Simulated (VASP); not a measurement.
Band structure of Li$_{2}$O (antifluorite). Computed with PBE GGA, VASP's PBE PAW potentials (set 64) (plane waves; VASP).

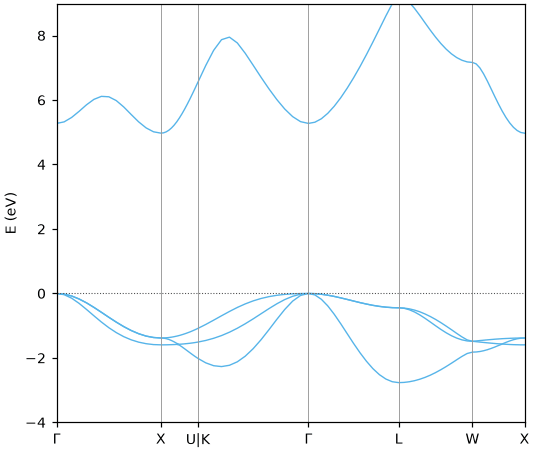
Figure. Bands along high-symmetry lines, zero at the valence-band maximum or, without a gap, the Fermi level

Read the plot: is there a gap, and where are the band edges?

The gap is indirect, 4.97 eV, from the valence maximum at Γ to the conduction minimum at X. (Edges off the drawn lines would not show.)

Measured: gap 8.00 eV (computed value off by -3.03 eV), as given by Das et al., (2018), arXiv:1807.05623.

The compound is Li2O in the antifluorite structure. The cell was not relaxed at this level.
